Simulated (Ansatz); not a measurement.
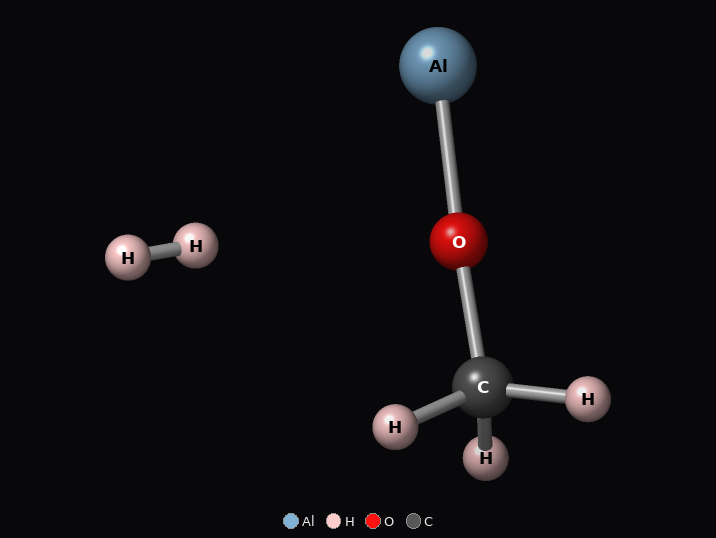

The geometry was computed by an optimisation with PBE0-D4/def2-TZVP. No frequency run is at hand to confirm it as a minimum. Properties computed with RKS r2SCAN-D4/def2-TZVPP (Ansatz 0.2.0).

Predict the main results.

The species is CH5AlO.
- dispersion correction: −3.0 kJ/mol
